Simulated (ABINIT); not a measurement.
# A GW chain in ABINIT: Ba2TaBiO6 (R-3)

How does a plane-wave GW calculation on Ba2TaBiO6 (R-3) run from the first input to the gap?

Calculated with ABINIT 10.8.3; LDA and many-body steps on it, plane waves.

### Step 1. Set-up

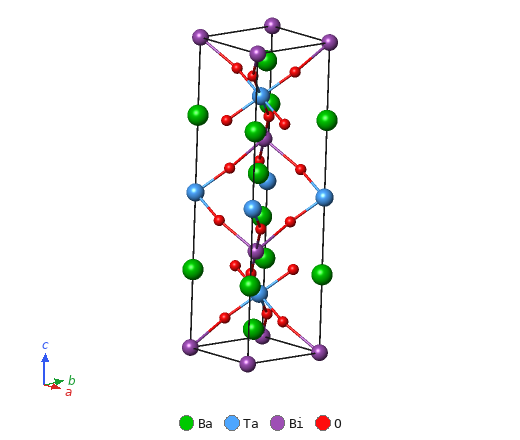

The starting structure, seen slightly off an axis (barium green, tantalum blue, bismuth purple, oxygen red). This picture shows the conventional cell, with its axes. Bonds to atoms that aren't drawn are left out. Some periodic images of atoms are drawn too.

The cell and positions are those that the Materials Project relaxed with its own functionals (PBE, PBE+U or r2SCAN), kept fixed. Spin-orbit coupling is left out unless a step names it.

### Step 2. Ground state

This step: ABINIT 10.8.3; DFT, LDA, plane waves, norm-conserving pseudopotentials.

The ground-state density comes first.

run.abi reads:

```
acell 3*1.0 Angstrom
rprim 
  3.075626834241 1.775713980676 4.956223105800
  -3.075626834241 1.775713980676 4.956223105800
  0.000000000000 -3.551427961352 4.956223105800
ntypat 4
znucl 56 73 83 8
natom 10
typat 1 1 2 3 4 4 4 4 4 4
xred 
  0.748816000000 0.748816000000 0.748816000000
  0.251184000000 0.251184000000 0.251184000000
  0.500000000000 0.500000000000 0.500000000000
  0.000000000000 0.000000000000 0.000000000000
  0.725510000000 0.218856000000 0.322035000000
  0.218856000000 0.322035000000 0.725510000000
  0.322035000000 0.725510000000 0.218856000000
  0.274490000000 0.781144000000 0.677965000000
  0.677965000000 0.274490000000 0.781144000000
  0.781144000000 0.677965000000 0.274490000000
pp_dirpath "pseudos"
pseudos "Ba.upf, Ta.upf, Bi.upf, O.upf"
ecut 62
ngkpt 4 4 4
nshiftk 1
shiftk 0 0 0
kptopt 1
chksymbreak 0
nband 62
occopt 1
tolvrs 1e-08
nstep 60
prtwf 0
optforces 0
optstress 0
indata_prefix "in"
outdata_prefix "out"
tmpdata_prefix "tmp"
```

Started as:

```sh
OMP_NUM_THREADS=1 mpirun -n 4 abinit run.abi > log
```

Numbers of over 12 decimals in the logs are rounded to 6 here.

Log:

```text
.Version 10.8.3 of ABINIT. v10.8.2 released Aug 2026.

 Symmetries : space group R-3 (#148); Bravais hR (rhombohedral)
================================================================================
 Values of the parameters that define the memory need of the present run
     intxc =       0    ionmov =       0      iscf =       7    lmnmax =       8
     lnmax =       8     mgfft =      90  mpssoang =       4    mqgrid =    3360
     natom =      10  nloc_mem =       1    nspden =       1   nspinor =       1
    nsppol =       1      nsym =       6    n1xccc =    2501    ntypat =       4
    occopt =       1   xclevel =       1
-    mband =          62        mffmem =           1         mkmem =           4
       mpw =       25614          nfft =      729000          nkpt =          14
================================================================================
  Rough estimation (10% accuracy) of disk space for files :
================================================================================

--------------------------------------------------------------------------------
------------- Echo of variables that govern the present computation ------------
--------------------------------------------------------------------------------
 -outvars: echo values of preprocessed input variables --------
            acell      1.8897261259E+00  1.8897261259E+00  1.8897261259E+00 Bohr

      chksymbreak           0
             ecut      6.20000000E+01 Hartree
-          fftalg         312

              ixc       -1012
              kpt      0.00000000E+00  0.00000000E+00  0.00000000E+00
                       2.50000000E-01  0.00000000E+00  0.00000000E+00
                       5.00000000E-01  0.00000000E+00  0.00000000E+00
                       2.50000000E-01  2.50000000E-01  0.00000000E+00
                       5.00000000E-01  2.50000000E-01  0.00000000E+00
                      -2.50000000E-01  2.50000000E-01  0.00000000E+00
                       2.50000000E-01  5.00000000E-01  0.00000000E+00
                       5.00000000E-01  5.00000000E-01  0.00000000E+00
                       2.50000000E-01  2.50000000E-01  2.50000000E-01
                       5.00000000E-01  2.50000000E-01  2.50000000E-01
                      -2.50000000E-01  2.50000000E-01  2.50000000E-01
[...]
kptrlatt        4    0    0      0    4    0      0    0    4
          kptrlen      4.60887353E+01
P           mkmem           4
            natom          10
            nband          62
            ngfft          90      90      90
             nkpt          14
            nstep          60
             nsym           6
           ntypat           4
              occ      2.000000  2.000000  2.000000  2.000000  2.000000  2.000000
                       2.000000  2.000000  2.000000  2.000000  2.000000  2.000000
                       2.000000  2.000000  2.000000  2.000000  2.000000  2.000000
                       2.000000  2.000000  2.000000  2.000000  2.000000  2.000000
                       2.000000  2.000000  2.000000  2.000000  2.000000  2.000000
                       2.000000  2.000000  2.000000  2.000000  2.000000  2.000000
                       2.000000  2.000000  2.000000  2.000000  2.000000  2.000000
                       2.000000  2.000000  2.000000  2.000000  2.000000  2.000000
                       2.000000  2.000000  2.000000  2.000000  2.000000  0.000000
                       0.000000  0.000000  0.000000  0.000000  0.000000  0.000000
                       0.000000  0.000000
        optforces           0
        optstress           0
            prtwf           0
            rprim      3.0756268342E+00  1.7757139807E+00  4.9562231058E+00
[...]
spgroup         148

           tolvrs      1.00000000E-08

             xred      7.4881600000E-01  7.4881600000E-01  7.4881600000E-01
[...]
znucl       56.00000   73.00000   83.00000    8.00000

================================================================================

 chkinp: Checking input parameters for consistency.

================================================================================
== DATASET  1 ==================================================================
-   mpi_nproc: 4, omp_nthreads: 1 (-1 if OMP is not activated)

--- !DatasetInfo
iteration_state: {dtset: 1, }
dimensions: {natom: 10, nkpt: 14, mband: 62, nsppol: 1, nspinor: 1, nspden: 1, mpw: 25614, }
cutoff_energies: {ecut:  62.0, pawecutdg:  -1.0, }
electrons: {nelect:   1.06000000E+02, charge:   0.00000000E+00, occopt:   1.00000000E+00, tsmear:   1.00000000E-02, }

 Real(R)+Recip(G) space primitive vectors, cartesian coordinates (Bohr,Bohr^-1):
 R(1)=  5.8120924  3.3556131  9.3659043  G(1)=  0.0860275  0.0496680  0.0355901
 R(2)= -5.8120924  3.3556131  9.3659043  G(2)= -0.0860275  0.0496680  0.0355901
 R(3)=  0.0000000 -6.7112262  9.3659043  G(3)=  0.0000000 -0.0993360  0.0355901
 Unit cell volume ucvol=  1.0959869E+03 bohr^3
 Angles (23,13,12)=  6.05865505E+01  6.05865505E+01  6.05865505E+01 degrees

 getcut: wavevector=  0.0000  0.0000  0.0000  ngfft=  90  90  90
         ecut(hartree)=     62.000   => boxcut(ratio)=   2.20368

 getcut : COMMENT -
  Note that boxcut > 2.2 ; recall that boxcut=Gcut(box)/Gcut(sphere) = 2
  is sufficient for exact treatment of convolution.
[...]
--------------------------------------------------------------------------------

_setup2: Arith. and geom. avg. npw (full set) are   25555.234   25555.226

================================================================================

--- !BeginCycle
iteration_state: {dtset: 1, }
solver: {iscf: 7, nstep: 60, nline: 4, wfoptalg: 0, }
tolerances: {tolvrs: 1.00E-08, }

     iter   Etot(hartree)      deltaE(h)  residm     vres2
 ETOT  1  -633.30112189082    -6.333E+02 1.017E-01 1.028E+06
 ETOT  2  -396.99104635500     2.363E+02 1.017E+00 6.693E+06
 ETOT  3  -671.99382353092    -2.750E+02 1.636E+00 6.891E+05
 ETOT  4  -699.80453881593    -2.781E+01 1.509E-01 2.862E+05
 ETOT  5  -700.59596358479    -7.914E-01 4.311E-02 2.817E+05
 ETOT  6  -707.15501009033    -6.559E+00 9.821E-03 1.301E+05
 ETOT  7  -711.27755341681    -4.123E+00 1.246E-02 2.689E+04
 ETOT  8  -712.09201183049    -8.145E-01 1.300E-01 6.692E+03
 ETOT  9  -712.34430745255    -2.523E-01 1.316E-01 1.061E+03
 ETOT 10  -712.31783484521     2.647E-02 4.885E-02 2.507E+03
[...]
ETOT 19  -712.42683456379    -2.973E-07 6.849E-04 5.664E-04
 ETOT 20  -712.42683458610    -2.231E-08 2.864E-04 5.688E-06
 ETOT 21  -712.42683458643    -3.326E-10 2.665E-04 1.929E-07
 ETOT 22  -712.42683458647    -3.092E-11 1.031E-04 2.688E-08
 ETOT 23  -712.42683458649    -2.592E-11 9.678E-05 2.218E-09

 At SCF step   23       vres2   =  2.22E-09 < tolvrs=  1.00E-08 =>converged.

--- !ResultsGS
iteration_state: {dtset: 1, }
comment   : Summary of ground state results
lattice_vectors:
- [  5.8120924,   3.3556131,   9.3659043, ]
- [ -5.8120924,   3.3556131,   9.3659043, ]
- [  0.0000000,  -6.7112262,   9.3659043, ]
lattice_lengths: [  11.52218,   11.52218,   11.52218, ]
lattice_angles: [ 60.587,  60.587,  60.587, ] # degrees, (23, 13, 12)
lattice_volume:   1.0959869E+03
convergence: {deltae: -2.592E-11, res2:  2.218E-09, residm:  9.678E-05, diffor:  0.000E+00, }
etotal    :  -7.12426835E+02
entropy   :   0.00000000E+00
fermie    :   2.38607791E-01
cartesian_stress_tensor: null
pressure_GPa: null
xred      :
- [  7.4882E-01,   7.4882E-01,   7.4882E-01, Ba]
- [  2.5118E-01,   2.5118E-01,   2.5118E-01, Ba]
- [  5.0000E-01,   5.0000E-01,   5.0000E-01, Ta]
- [  0.0000E+00,   0.0000E+00,   0.0000E+00, Bi]
- [  7.2551E-01,   2.1886E-01,   3.2203E-01,  O]
- [  2.1886E-01,   3.2204E-01,   7.2551E-01,  O]
- [  3.2203E-01,   7.2551E-01,   2.1886E-01,  O]
- [  2.7449E-01,   7.8114E-01,   6.7797E-01,  O]
- [  6.7797E-01,   2.7449E-01,   7.8114E-01,  O]
- [  7.8114E-01,   6.7797E-01,   2.7449E-01,  O]
cartesian_forces: null
force_length_stats: {min: null, max: null, mean: null, }

 Integrated electronic density in atomic spheres:
 ------------------------------------------------
 Atom  Sphere_radius  Integrated_density
[...]
================================================================================

 ----iterations are completed or convergence reached----

 Mean square residual over all n,k,spin=   26.534E-08; max=  96.777E-06
 reduced coordinates (array xred) for   10 atoms
[...]
0.218856000000      0.322035000000      0.725510000000
       0.322035000000      0.725510000000      0.218856000000
       0.274490000000      0.781144000000      0.677965000000
       0.677965000000      0.274490000000      0.781144000000
       0.781144000000      0.677965000000      0.274490000000
 rms dE/dt=  0.0000E+00; max dE/dt=  0.0000E+00; dE/dt below (all hartree)
    1       0.000000000000      0.000000000000      0.000000000000
    2       0.000000000000      0.000000000000      0.000000000000
    3       0.000000000000      0.000000000000      0.000000000000
    4       0.000000000000      0.000000000000      0.000000000000
    5       0.000000000000      0.000000000000      0.000000000000
    6       0.000000000000      0.000000000000      0.000000000000
    7       0.000000000000      0.000000000000      0.000000000000
    8       0.000000000000      0.000000000000      0.000000000000
    9       0.000000000000      0.000000000000      0.000000000000
   10       0.000000000000      0.000000000000      0.000000000000

 cartesian coordinates (angstrom) at end:
[...]
6     -0.317340    -1.616129     6.276566
    7     -1.240939     1.082889     6.276566
    8     -1.558279    -0.533240     8.592103
    9      1.240939    -1.082889     8.592103
   10      0.317340     1.616129     8.592103
 length scales=  1.889726125908  1.889726125908  1.889726125908 bohr
              =  1.000000000000  1.000000000000  1.000000000000 angstroms
 prteigrs : about to open file out_EIG
 Fermi (or HOMO) energy (hartree) =   0.23861   Average Vxc (hartree)=  -0.41337
 Eigenvalues (hartree) for nkpt=  14  k points:
 kpt#   1, nband= 62, wtk=  0.01563, kpt=  0.0000  0.0000  0.0000 (reduced coord)
  -5.37875   -3.09880   -3.09837   -3.09837   -2.25986   -1.03126   -1.03082   -1.03082
  -0.72773   -0.72434   -0.57752   -0.57752   -0.57490   -0.57431   -0.57431   -0.48801
  -0.48633   -0.48633   -0.48629   -0.48617   -0.48617   -0.48594   -0.40422   -0.36823
  -0.36823   -0.35997   -0.35997   -0.35756   -0.19252   -0.18922   -0.18922   -0.18027
  -0.17843   -0.17843   -0.13678    0.08994    0.08994    0.09135    0.09135    0.09522
   0.10762    0.10782    0.10782    0.15646    0.16513    0.17101    0.17101    0.18294
   0.18294    0.18568    0.19523    0.19523    0.20975    0.35481    0.36153    0.36341
   0.36341    0.37370    0.37370    0.38560    0.38560    0.41729
 prteigrs : prtvol=0 or 1, do not print more k-points.

--- !EnergyTerms
iteration_state     : {dtset: 1, }
comment             : Components of total free energy in Hartree
kinetic             :  3.52197903733208E+02
hartree             :  2.58220253099606E+02
xc                  : -1.25551354581294E+02
Ewald energy        : -3.86739389870563E+02
psp_core            :  1.59598069574890E+01
local_psp           : -7.12814473807140E+02
non_local_psp       : -1.13699580117798E+02
total_energy        : -7.12426834586492E+02
total_energy_eV     : -1.93861217679346E+04
band_energy         : -5.74231076170028E+01

== END DATASET(S) ==============================================================
================================================================================

 -outvars: echo values of variables after computation  --------
           etotal     -7.1242683459E+02
            nband          62
             nkpt          14
          spgroup         148
 [... the other variables as echoed above ...]

 Calculation completed.
```

Elapsed: 23 min, on 4 MPI ranks of Intel Xeon Platinum 8124M at 3.00GHz (Skylake/Cascade Lake), shared host; peak memory 1.3 GiB.

This step gave:

```
total energy               : -19386.1218 eV
gap                        : 2.549 eV
k of the valence top       : 0.5, 0.5, 0.5
k of the conduction bottom : 0.5, 0, 0
least direct gap           : 2.577 eV
```

The gap is indirect, with the least direct gap 0.03 eV higher.

### Step 3. Empty states on the mesh, 2×2×2 mesh, 191 bands

The sums over transitions need many empty states on a uniform mesh; this step solves for them.

Changes to run.abi since step 2:

```diff
@@ -23,3 +23,3 @@
 ecut 62
-ngkpt 4 4 4
+ngkpt 2 2 2
 nshiftk 1
@@ -28,9 +28,10 @@
 chksymbreak 0
-nband 62
-occopt 1
-tolvrs 1e-08
+iscf -2
+irdden 1
+istwfk *1
+nband 191
+nbdbuf 16
+tolwfr 1e-09
 nstep 60
-prtwf 0
-optforces 0
-optstress 0
+prtvol 0
 indata_prefix "in"
```

Log:

```text
.Version 10.8.3 of ABINIT. v10.8.2 released Aug 2026.

 Symmetries : space group R-3 (#148); Bravais hR (rhombohedral)
[... echo of the input left out ...]
== DATASET  1 ==================================================================
-   mpi_nproc: 4, omp_nthreads: 1 (-1 if OMP is not activated)

--- !DatasetInfo
iteration_state: {dtset: 1, }
dimensions: {natom: 10, nkpt: 4, mband: 191, nsppol: 1, nspinor: 1, nspden: 1, mpw: 25587, }
cutoff_energies: {ecut:  62.0, pawecutdg:  -1.0, }
electrons: {nelect:   1.06000000E+02, charge:   0.00000000E+00, occopt:   1.00000000E+00, tsmear:   1.00000000E-02, }

 Real(R)+Recip(G) space primitive vectors, cartesian coordinates (Bohr,Bohr^-1):
 R(1)=  5.8120924  3.3556131  9.3659043  G(1)=  0.0860275  0.0496680  0.0355901
 R(2)= -5.8120924  3.3556131  9.3659043  G(2)= -0.0860275  0.0496680  0.0355901
 R(3)=  0.0000000 -6.7112262  9.3659043  G(3)=  0.0000000 -0.0993360  0.0355901
 Unit cell volume ucvol=  1.0959869E+03 bohr^3
 Angles (23,13,12)=  6.05865505E+01  6.05865505E+01  6.05865505E+01 degrees

 getcut: wavevector=  0.0000  0.0000  0.0000  ngfft=  90  90  90
         ecut(hartree)=     62.000   => boxcut(ratio)=   2.20368

 getcut : COMMENT -
  Note that boxcut > 2.2 ; recall that boxcut=Gcut(box)/Gcut(sphere) = 2
  is sufficient for exact treatment of convolution.
  Such a large boxcut is a waste : you could raise ecut
  e.g. ecut=   75.271300 Hartrees makes boxcut=2

--- Pseudopotential description ------------------------------------------------
- Ba Generated using ONCVPSP code by D. R. Hamann
- 56.00000  10.00000  180309                  znucl, zion, pspdat
12 -1012 2 -1 1912                            pspcod,pspxc,lmax,lloc,mmax
     nproj     2     2     2     0
  pspatm : epsatm=   25.95172157
         --- l  ekb(1:nproj) -->
             0    6.668455    0.685657
             1    5.046948    0.410312
             2    2.551809    0.419281
 pspatm: atomic psp has been read  and splines computed

- Ta Generated using ONCVPSP code by D. R. Hamann
- 73.00000  27.00000  180309                  znucl, zion, pspdat
12 -1012 3 -1 1432                            pspcod,pspxc,lmax,lloc,mmax
     nproj     2     2     2     2
  pspatm : epsatm=   47.13858445
         --- l  ekb(1:nproj) -->
[...]
pspatm: atomic psp has been read  and splines computed

- Bi Generated using ONCVPSP code by D. R. Hamann
- 83.00000  23.00000  180309                  znucl, zion, pspdat
12 -1012 2 -1 1454                            pspcod,pspxc,lmax,lloc,mmax
     nproj     2     2     2     0
  pspatm : epsatm=   28.50282335
         --- l  ekb(1:nproj) -->
[...]
pspatm: atomic psp has been read  and splines computed

- O Generated using ONCVPSP code by D. R. Hamann
-  8.00000   6.00000  201201                  znucl, zion, pspdat
12 -1012 2 -1 926                             pspcod,pspxc,lmax,lloc,mmax
[...]
-1.0308E+00 -1.0308E+00 -7.2773E-01 -7.2434E-01 -5.7752E-01 -5.7752E-01
 -5.7490E-01 -5.7431E-01 -5.7431E-01 -4.8801E-01 -4.8633E-01 -4.8633E-01
[...]
1.6726E+00  1.7057E+00  1.7121E+00  1.7121E+00  1.7379E+00  1.7379E+00
  1.7533E+00  1.7752E+00  1.7752E+00  1.7865E+00  1.7865E+00  1.8044E+00
  1.8122E+00  1.8262E+00  1.8265E+00  1.8445E+00  1.8604E+00
 prteigrs : prtvol=0 or 1, do not print more k-points.

--- !ResultsGS
iteration_state: {dtset: 1, }
comment   : Summary of ground state results
lattice_vectors:
- [  5.8120924,   3.3556131,   9.3659043, ]
- [ -5.8120924,   3.3556131,   9.3659043, ]
- [  0.0000000,  -6.7112262,   9.3659043, ]
lattice_lengths: [  11.52218,   11.52218,   11.52218, ]
lattice_angles: [ 60.587,  60.587,  60.587, ] # degrees, (23, 13, 12)
lattice_volume:   1.0959869E+03
convergence: {deltae:  0.000E+00, res2:  0.000E+00, residm:  9.991E-10, diffor:  0.000E+00, }
etotal    :  -7.12426835E+02
entropy   :   0.00000000E+00
fermie    :   2.38607791E-01
cartesian_stress_tensor: null
pressure_GPa: null
xred      :
- [  7.4882E-01,   7.4882E-01,   7.4882E-01, Ba]
- [  2.5118E-01,   2.5118E-01,   2.5118E-01, Ba]
- [  5.0000E-01,   5.0000E-01,   5.0000E-01, Ta]
- [  0.0000E+00,   0.0000E+00,   0.0000E+00, Bi]
- [  7.2551E-01,   2.1886E-01,   3.2203E-01,  O]
- [  2.1886E-01,   3.2204E-01,   7.2551E-01,  O]
- [  3.2203E-01,   7.2551E-01,   2.1886E-01,  O]
- [  2.7449E-01,   7.8114E-01,   6.7797E-01,  O]
- [  6.7797E-01,   2.7449E-01,   7.8114E-01,  O]
- [  7.8114E-01,   6.7797E-01,   2.7449E-01,  O]
cartesian_forces: null
force_length_stats: {min: null, max: null, mean: null, }

 Integrated electronic density in atomic spheres:
 ------------------------------------------------
 Atom  Sphere_radius  Integrated_density
[...]
================================================================================

 ----iterations are completed or convergence reached----

 Mean square residual over all n,k,spin=   52.310E-11; max=  99.907E-11
 reduced coordinates (array xred) for   10 atoms
[...]
0.677965000000      0.274490000000      0.781144000000
       0.781144000000      0.677965000000      0.274490000000

 cartesian coordinates (angstrom) at end:
    1     -0.000000     0.000000    11.133897
    2     -0.000000    -0.000000     3.734772
    3      0.000000     0.000000     7.434335
[...]
9      1.240939    -1.082889     8.592103
   10      0.317340     1.616129     8.592103
 length scales=  1.889726125908  1.889726125908  1.889726125908 bohr
              =  1.000000000000  1.000000000000  1.000000000000 angstroms
 prteigrs : about to open file out_EIG
 Eigenvalues (hartree) for nkpt=   4  k points:
 kpt#   1, nband=191, wtk=  0.12500, kpt=  0.0000  0.0000  0.0000 (reduced coord)
[...]
1.64042    1.65958    1.65958    1.66348    1.66565    1.67261    1.67261    1.70566
   1.71206    1.71206    1.73793    1.73793    1.75330    1.77520    1.77520    1.78650
   1.78651    1.80439    1.81221    1.82623    1.82653    1.84447    1.86037
 prteigrs : prtvol=0 or 1, do not print more k-points.

== END DATASET(S) ==============================================================
================================================================================

 -outvars: echo values of variables after computation  --------
            nband         191
             nkpt           4
          spgroup         148
 [... the other variables as echoed above ...]

 Calculation completed.
```

The job ended after 7.1 min (4 MPI ranks; peak memory 0.97 GiB).

Numbers from this step:

```
gap                                                           : 2.549 eV
k of the valence top                                          : 0.5, 0.5, 0.5
k of the conduction bottom                                    : 0.5, 0, 0
least direct gap                                              : 2.577 eV
k points computed                                             : 4
lowest point of the top converged band, above the valence top : 39.02 eV
```

On this mesh the gap is 2.549 eV.

[end of part 1 of 2]

[Paths, hosts, dates, memory and timing lines, banners, echoed tables and standing remarks are left out of the program output.]

[Logs are printed without paths, hosts, clocks, repeated set-up lines and the standing remarks that a program may print on its own settings, such as how far it seeks lower states.]

[Runs of the session that timed out or met a known fault of the program may be left out.]

[Hosts, paths, dates, database ids (printed as entryN), source tags and the programs' standing remarks are cut or masked in the printed files.]

[G0W0 gaps are taken among the corrected bands and points alone; a level outside them can change the order at an edge.]

[Where Ansatz stands beside ABINIT at settings called matched, ABINIT's density can come from a denser mesh and the files from another edition; pairs whose starting gaps differed by over 0.03 eV were left out, so agreement reads better than it is.]
